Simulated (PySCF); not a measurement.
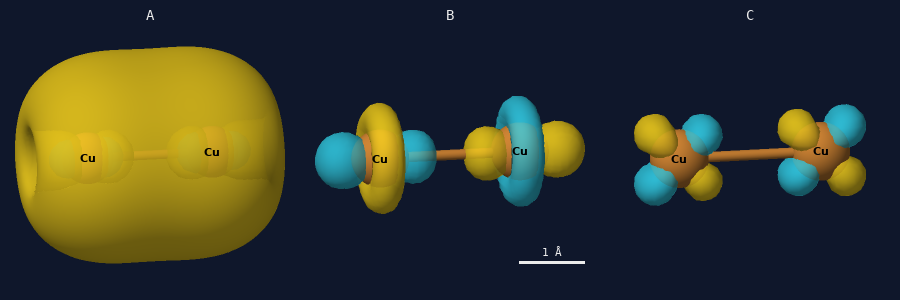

Figure. Cu2. Three frontier orbitals, each drawn at the value that holds 80 % of its norm (yellow and cyan are the two phases), in no order; of a degenerate pair one member is drawn.

Computed with PBE0/cc-pVDZ(-PP), non-relativistic Hamiltonian with scalar-relativistic core potentials where named, at a bond length of 2.234 Å in PySCF.

Name the orbitals and rank them from lowest to highest energy.

Orbital C: πg, occupied, −6.13 eV; antibonding, with a node between the atoms.
Orbital B: σu, occupied, −6.03 eV; antibonding, with a node between the atoms.
Orbital A: σg, occupied, −5.66 eV; with no node between the nuclei.
